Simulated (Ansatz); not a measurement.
**Run report: Ni2O2 (charge −1), geometry relaxation**

Ni2O2, charge −1, multiplicity 4, computed with UKS PBE0-D4/def2-SVPD (Ansatz 0.2.0).

The geometry: PBE0-D4/def2-SVPD start. Figures and captions count atoms from 1; the log counts them from 0 in places.

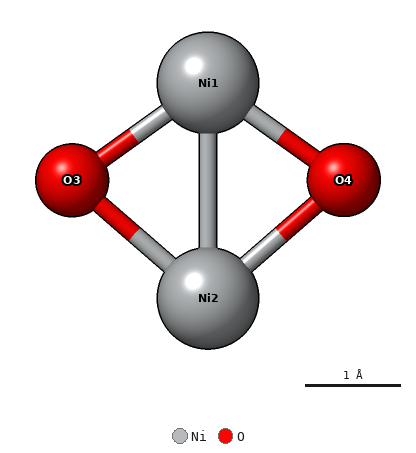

Fig. 1: The input geometry (ball-and-stick view, seen on its broad side; atoms are numbered from 1 in the order of the input). Sticks mark near contacts.

Results in brief

- outcome: converged
- total energy: −86150.5268 eV
- mean-field energy: −86150.4281 eV
- dispersion energy: −0.0987 eV
- ⟨S²⟩: 4.046
- HOMO (either spin): −0.01 eV
- LUMO (either spin): 2.45 eV
- largest force (length of the vector) at the end: 0.002 eV/Å
- hardware: 4 threads of Arm Neoverse V2, 23 GiB of memory available, shared host
- wall time: 18 s (CPU time 64 s)
- peak memory: 0.41 GiB

The input
```yaml
crystal:
  periodic: [false, false, false]
  atoms:
    - {symbol: Ni, position_ang: [1.077745, -0.010694, -0.045051]}
    - {symbol: Ni, position_ang: [-1.187539, 0.011785, 0.049568]}
    - {symbol: O, position_ang: [0.042607, -1.433128, 0.044078]}
    - {symbol: O, position_ang: [0.067178, 1.432047, -0.048605]}
basis:
  gaussian: {orbitals: def2-SVPD}
total_charge: -1
magnetization: {spin_polarized: true, initial_magnetization: 3}
hamiltonian: {xc: pbe0, dispersion: d4}
scf: {lower_state_search: "off"}
output: {orbitals: {seedname: orbitals}}
relax: {f_tol: 0.02, max_steps: 100}
```

Launched with:
```bash
ansatz run in.yaml --threads 4 --pin off --events-out ev --progress --plain --max-ram 3916MiB
```

The program's output
```
Functional definition: PBE0
  name "PBE0"
  cite "Adamo & Barone, J. Chem. Phys. 110, 6158 (1999) doi:10.1063/1.478522"
  cite "Perdew, Burke & Ernzerhof, Phys. Rev. Lett. 77, 3865 (1996) doi:10.1103/PhysRevLett.77.3865"
  parent pbe
  parameter a = 0.25
  parameter kappa = 0.804
  parameter beta = 0.06672455060314922
  exchange = (1 - a)*pbe_x(kappa = kappa, mu = beta*pi^2/3) + a*exact_x
  correlation = pbe_c(beta = beta)
these checks for a lower state are left out or cut short: stability, starts, cluster_reference, orbital_swaps, neighbouring_geometries, increment
1226 factors; integrals over basis functions are off by at most 3.5e-4 eV
mean field evaluation 1: about -86136.1629 eV, gradient 6.5e1 eV
mean field evaluation 2: about -85976.6829 eV, gradient 2.0e2 eV
mean field evaluation 4: about -86124.4822 eV, gradient 9.0e1 eV
mean field evaluation 8: about -86149.8438 eV, gradient 4.1e-1 eV
mean field evaluation 16: about -86150.4210 eV, gradient 2.5e-2 eV
mean field -86150.42101343 eV, -3165.9695773909 hartree, gradient 3.9e-6 eV, S^2 4.039344; 0 other end points of the search recorded, 0 dependent functions left out
the calculation of the forces begins
reference -86150.42104049 eV, -3165.9695783853 hartree; 38, 35 occupied and 76, 79 virtual orbitals, 1226 factors
relax step   1: F+E_penalty+E_count = -86150.51987551 eV  Δ(F+E_penalty+E_count) = +0.000e0 eV  max|allowed force component| = 3.961e-1 eV/Å  Δτ_max = 0.0000 Å  (128 SCF iters, accepted)
these checks for a lower state are left out or cut short: stability, starts, cluster_reference, orbital_swaps, neighbouring_geometries, increment
1226 factors; integrals over basis functions are off by at most 3.5e-4 eV
mean field -86150.42566071 eV, -3165.9697481752 hartree, gradient 1.8e-6 eV, S^2 4.038860; 0 other end points of the search recorded, 0 dependent functions left out
the calculation of the forces begins
reference -86150.42568777 eV, -3165.9697491698 hartree; 38, 35 occupied and 76, 79 virtual orbitals, 1226 factors
relax step   2: F+E_penalty+E_count = -86150.52444796 eV  Δ(F+E_penalty+E_count) = -4.572e-3 eV  max|allowed force component| = 2.218e-1 eV/Å  Δτ_max = 0.0071 Å  (52 SCF iters, accepted)
these checks for a lower state are left out or cut short: stability, starts, cluster_reference, orbital_swaps, neighbouring_geometries, increment
1226 factors; integrals over basis functions are off by at most 3.5e-4 eV
mean field evaluation 32: about -86150.2500 eV, gradient 7.0e-3 eV
mean field -86150.42807069 eV, -3165.9698367406 hartree, gradient 2.0e-6 eV, S^2 4.041397; 0 other end points of the search recorded, 0 dependent functions left out
the calculation of the forces begins
reference -86150.42809777 eV, -3165.9698377356 hartree; 38, 35 occupied and 76, 79 virtual orbitals, 1226 factors
relax step   3: F+E_penalty+E_count = -86150.52676545 eV  Δ(F+E_penalty+E_count) = -2.317e-3 eV  max|allowed force component| = 2.925e-2 eV/Å  Δτ_max = 0.0095 Å  (48 SCF iters, accepted)
these checks for a lower state are left out or cut short: stability, starts, cluster_reference, orbital_swaps, neighbouring_geometries, increment
1226 factors; integrals over basis functions are off by at most 3.5e-4 eV
mean field -86150.42810685 eV, -3165.9698380693 hartree, gradient 2.6e-6 eV, S^2 4.043488; 0 other end points of the search recorded, 0 dependent functions left out
the calculation of the forces begins
reference -86150.42813393 eV, -3165.9698390645 hartree; 38, 35 occupied and 76, 79 virtual orbitals, 1226 factors
relax step   4: F+E_penalty+E_count = -86150.52680137 eV  Δ(F+E_penalty+E_count) = -3.593e-5 eV  max|allowed force component| = 1.433e-2 eV/Å  Δτ_max = 0.0010 Å  (49 SCF iters, accepted)
these checks for a lower state are left out or cut short: stability, starts, cluster_reference, orbital_swaps, neighbouring_geometries, increment
1226 factors; integrals over basis functions are off by at most 3.5e-4 eV
mean field -86150.42811676 eV, -3165.9698384335 hartree, gradient 1.8e-6 eV, S^2 4.046080; 0 other end points of the search recorded, 0 dependent functions left out
the calculation of the forces begins
reference -86150.42814385 eV, -3165.9698394290 hartree; 38, 35 occupied and 76, 79 virtual orbitals, 1226 factors
relax step   5: F+E_penalty+E_count = -86150.52681483 eV  Δ(F+E_penalty+E_count) = -1.346e-5 eV  max|allowed force component| = 1.470e-3 eV/Å  Δτ_max = 0.0012 Å  (51 SCF iters, accepted)
```

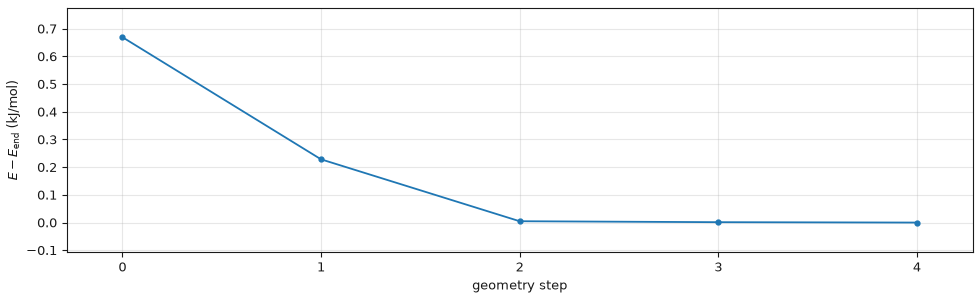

Fig. 2: Progress of the relaxation, step by step (the first geometry is step 0 here and step 1 in the log).

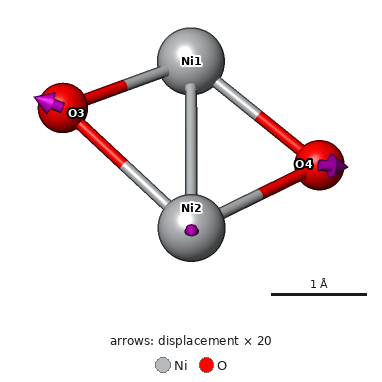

Fig. 3: The starting structure with the displacements as pink arrows, magnified 20 times (ball-and-stick view, seen at a tilt). The two geometries are laid on each other by the best rigid fit. The energy falls by 0.67 kJ/mol in 4 geometry steps. The largest force component goes from 0.4 to 0.0015 eV/Å. The largest moves after the best rigid fit, 0.017 Å, are those of O3 and O4. By element the largest moves are O 0.017 Å, Ni 0.006 Å. Among the contacts that change: Ni2–O3 1.898 → 1.916 Å, Ni1–O3 1.761 → 1.772 Å, Ni1–Ni2 2.267 → 2.273 Å. (Atoms are counted from 1 in the order of the input.)

```
Total energy: -86150.52684192 eV, -3165.9734665161 hartree
Atom 0 at     1.076962    -0.010697    -0.045314 Å, force     0.001093     0.000039     0.001470 eV/Å
Atom 1 at    -1.193521     0.011840     0.049587 Å, force     0.000120     0.000038     0.001229 eV/Å
Atom 2 at     0.045850    -1.449602     0.044732 Å, force    -0.000596     0.001315    -0.001393 eV/Å
Atom 3 at     0.070699     1.448470    -0.049015 Å, force    -0.000618    -0.001392    -0.001306 eV/Å
Dipole moment:     0.155189    -0.001558    -0.007027 e Å
Checks for a lower state left out: stability, starts, cluster_reference, orbital_swaps, neighbouring_geometries, increment
```

Trajectory as extended XYZ (Å, eV, eV/Å), 5 frames, from step=1 to step=5
```
4
Properties=species:S:1:pos:R:3:forces:R:3 step=1 energy=-86150.51988
Ni    1.0777   -0.0107   -0.0451    0.2971  -0.0030  -0.0123
Ni   -1.1875    0.0118    0.0496   -0.2437   0.0025   0.0103
O     0.0426   -1.4331    0.0441   -0.0300  -0.3956   0.0138
O     0.0672    1.4320   -0.0486   -0.0233   0.3962  -0.0118
4
Properties=species:S:1:pos:R:3:forces:R:3 step=2 energy=-86150.52445
Ni    1.0778   -0.0107   -0.0450    0.1608  -0.0016  -0.0069
Ni   -1.1885    0.0118    0.0497   -0.1571   0.0016   0.0064
O     0.0430   -1.4402    0.0442   -0.0037  -0.2217   0.0074
O     0.0677    1.4391   -0.0489    0.0000   0.2218  -0.0069
4
Properties=species:S:1:pos:R:3:forces:R:3 step=3 energy=-86150.52677
Ni    1.0773   -0.0107   -0.0451   -0.0012   0.0000   0.0007
Ni   -1.1914    0.0118    0.0496   -0.0293   0.0003   0.0017
O     0.0446   -1.4496    0.0446    0.0152  -0.0016  -0.0011
O     0.0694    1.4484   -0.0491    0.0152   0.0012  -0.0012
4
Properties=species:S:1:pos:R:3:forces:R:3 step=4 energy=-86150.52680
Ni    1.0771   -0.0107   -0.0449   -0.0020   0.0000  -0.0005
Ni   -1.1923    0.0118    0.0499   -0.0143   0.0001   0.0001
O     0.0452   -1.4498    0.0443    0.0082   0.0037   0.0001
O     0.0700    1.4486   -0.0494    0.0081  -0.0038   0.0004
4
Properties=species:S:1:pos:R:3:forces:R:3 step=5 energy=-86150.52682
Ni    1.0770   -0.0107   -0.0453    0.0011   0.0000   0.0015
Ni   -1.1935    0.0118    0.0496    0.0001   0.0000   0.0012
O     0.0459   -1.4496    0.0447   -0.0006   0.0013  -0.0014
O     0.0707    1.4485   -0.0490   -0.0006  -0.0014  -0.0013
```

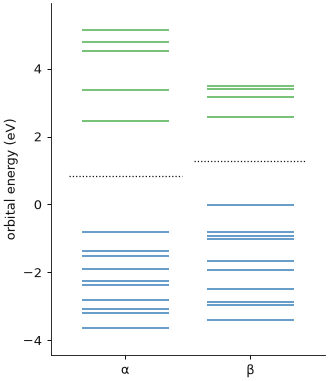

Fig. 4: Orbital energies near the frontier for α and β spins; the dotted line parts filled from empty levels, and levels within 0.02 eV of each other stand side by side. α: highest filled −0.80 eV, lowest empty 2.45 eV, 3.25 eV apart; β: highest filled −0.01 eV, lowest empty 2.59 eV, 2.60 eV apart.
